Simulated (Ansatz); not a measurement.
CH4Cl2SSi (SMILES C[Si](S)(Cl)Cl)

Input

```
crystal:
  periodic: [false, false, false]
  atoms:
    - {symbol: C, position_ang: [-1.184658, -0.243556, -0.009465]}
    - {symbol: Si, position_ang: [0.555203, 0.242794, -0.394329]}
    - {symbol: S, position_ang: [2.020360, -0.793711, 0.736034]}
    - {symbol: Cl, position_ang: [0.997100, -0.203127, -2.340118]}
    - {symbol: Cl, position_ang: [0.731550, 2.268106, -0.122805]}
    - {symbol: H, position_ang: [-1.317072, -1.313938, -0.177895]}
    - {symbol: H, position_ang: [-1.417149, -0.019000, 1.033977]}
    - {symbol: H, position_ang: [-1.878192, 0.308481, -0.647287]}
    - {symbol: H, position_ang: [1.581356, -0.292350, 1.904785]}
basis:
  gaussian: {orbitals: def2-TZVPP}
hamiltonian: {xc: pbe0, dispersion: d4}
output: {orbitals: {seedname: orbitals}}
```

Run with:

```sh
ansatz run in.yaml --threads 4 --pin off --events-out ev --progress --plain --max-ram 10444MiB
```

Geometry: PBE0-D4/def2-TZVP.

Level of theory: Ansatz 0.2.0, RKS PBE0-D4/def2-TZVPP.

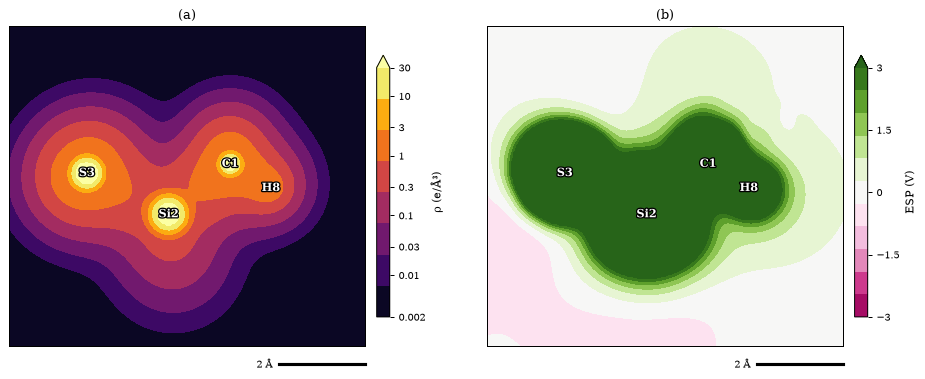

Figure 1. (a) total electron density; (b) molecular electrostatic potential on the plane of atoms C1, Si2 and S3.

**Describe what can be read from this map.**

The plane passes through C, Si, S and H nuclei. C–Si (1.85 Å): ρ at the midpoint is about 1 e/Å³. Si–S (2.12 Å): the density is about 0.87 e/Å³ at the midpoint. C–H (1.09 Å): the density is about 2 e/Å³ at the midpoint. Outside the dense part of the molecule the potential is most negative (−0.6 V) near S3.

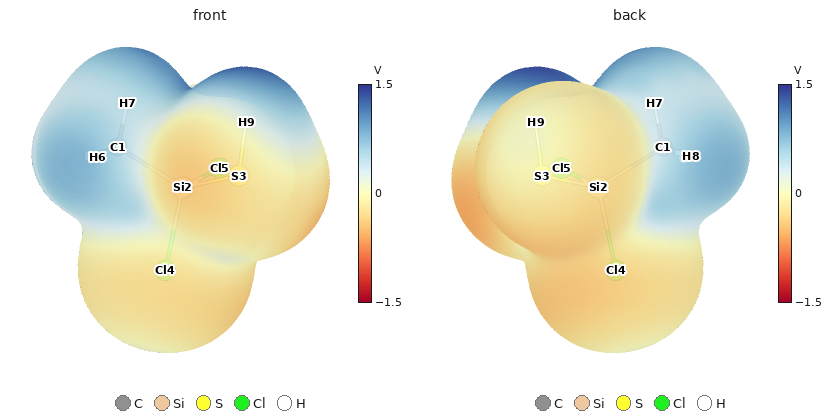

Figure 2. The electrostatic potential painted on the density surface at 0.001 e/bohr³, seen from the front and from behind; the colour scale runs from red (negative) to blue (positive).

**Which sites attract a positive test charge, and which a negative one?**

A positive charge is drawn to the negative regions and a negative charge to the positive ones. The most negative region (about −0.6 V) lies over S3, the most positive (about +1.3 V) over H9.

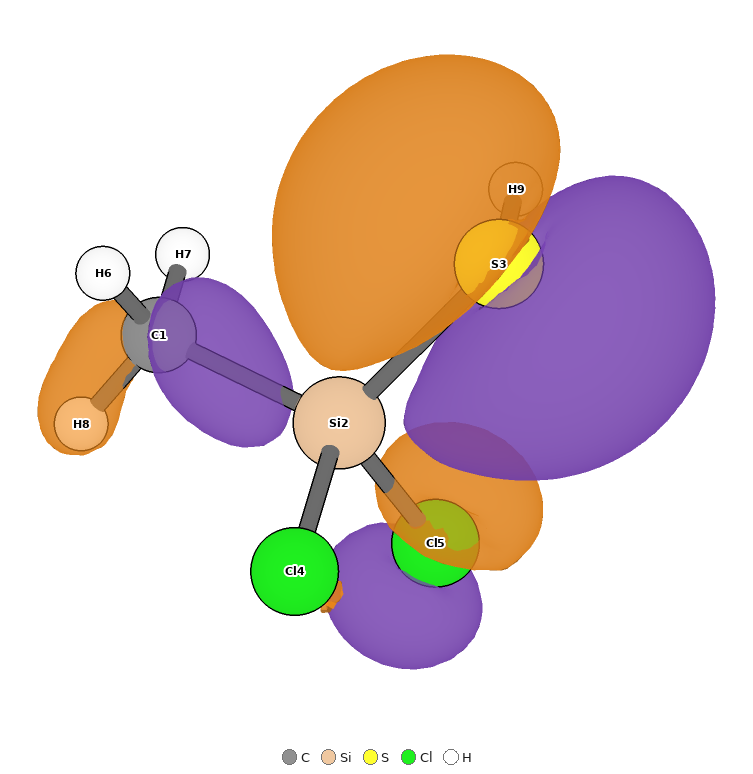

Figure 3. The HOMO at ±0.08 Å⁻³ᐟ² (orange and purple are the two phases), seen at a tilt.

**Where does this orbital lie, and at what energy?**

Its weight (Hirshfeld) is mainly on S3 (about 80 %); largely a lone pair of S3. Its energy is −7.88 eV.

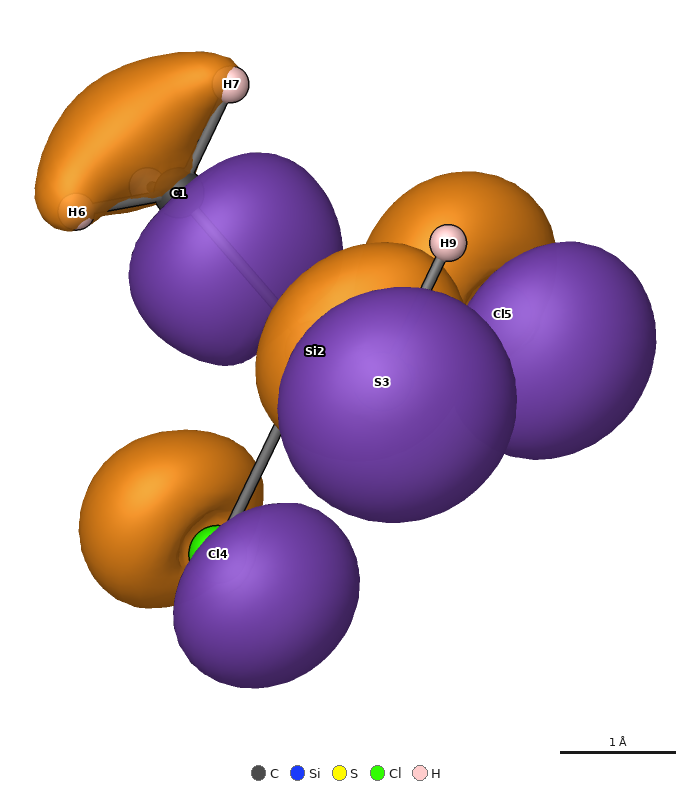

Figure 4. The HOMO−1 at ±0.1 Å⁻³ᐟ² (orange and purple are the two phases), seen at an oblique angle.

**What is the character of this orbital?**

Its weight (Hirshfeld) is mainly on Cl5 (about 25 %), S3 (about 25 %), Cl4 (about 15 %), C1 (about 15 %) and Si2 (about 10 %). Its energy is −8.93 eV.
